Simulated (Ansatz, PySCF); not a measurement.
CH3F (SMILES CF) and H4OSi (SMILES O[SiH3]) are pulled apart as rigid monomers along the line of their centres of mass, from the B3LYP-D3(BJ)/def2-TZVP minimum. Starting geometry (charge 0, multiplicity 1):
```xyz
11

C     -0.52594    -0.43798    -0.35759
F      0.62570     0.27791     0.00515
H     -1.39619     0.16936    -0.11413
H     -0.47573    -0.63352    -1.42743
H     -0.54006    -1.36947     0.20638
O      0.02735     0.87514     2.71247
Si     0.38360    -0.40437     3.68550
H      0.39178     0.86955     1.81839
H     -0.02690    -1.69112     3.06238
H     -0.37384    -0.20352     4.93766
H      1.83357    -0.49506     3.98915
```

Interaction energies with rigid monomers; basis-set methods are counterpoise corrected unless marked otherwise.

Frozen-core correlation. Rows in 3-21G carry no dispersion term and start afresh at each structure.

The values were computed with Ansatz (Gaussian orbitals); PySCF for 3-21G rows, the dispersion terms. Values without a source in brackets are computed.

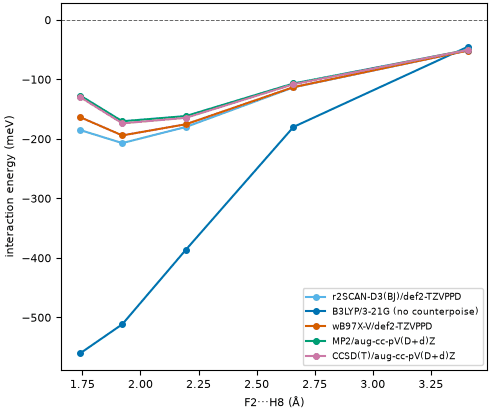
Figure: Interaction energy against separation

Question: Which level binds most strongly at F2···H8 = 1.92, and by how much?

Answer: B3LYP/3-21G (no counterpoise), -511 meV.

Ansatz is an electronic-structure program.
